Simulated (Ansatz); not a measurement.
Cost and result by functional for the adsorption energy of CH3 on the 1x1 (111) surface of fcc Ag, one in a 2x2 cell, started at the site 'top Ag', in Ansatz (plane waves, PAW). Single points on the PBE structure, on one kind of machine; costs are rough ratios of the slab run's core time (references not counted) to the cheapest single point. r2SCAN's cost holds its higher cutoff (500 against 420 eV). Differences are taken against r2SCAN for comparison alone: no measured value is at hand, so the table doesn't rank accuracy.

Set-up: 20 atoms, 7.1 Å thick at the start under the adsorbate (thin: gaps and levels are the slab's own); mesh 6x6x1; 0.1 eV smearing; dipole correction on; 8 atoms held, the rest relaxed; symmetry of the start imposed; spin-polarised, no spin-orbit, no U, no dispersion correction. The starting moment vanished. At the end it is bonded to Ag. In PBE it is, or lies within 0.03 eV of, the lowest of the starts that converged. These notes are the PBE run's. r2SCAN: The program's check for a lower electronic state was not made. Adsorption energies are against CH4(g) − ½ H2(g). A negative adsorption energy means that the adsorbate is more stable on the surface than in its reference.

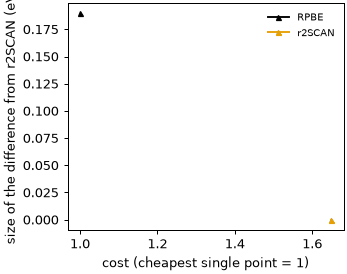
Figure: Difference from r2SCAN against cost

```json
[
 {"functional": "RPBE", "relative cost": "1", "adsorption energy (eV)": "1.64", "less r2SCAN (eV)": "0.19"},
 {"functional": "r2SCAN", "relative cost": "2", "adsorption energy (eV)": "1.45", "less r2SCAN (eV)": "0.00"},
 {"functional": "PBE (the relaxed run's value)", "relative cost": "–", "adsorption energy (eV)": "1.52", "less r2SCAN (eV)": "0.07"}
]
```

The values span 0.19 eV, while the single points' costs differ by a factor of roughly 2. Differences are of unrounded values.

Ansatz is a first-principles code.
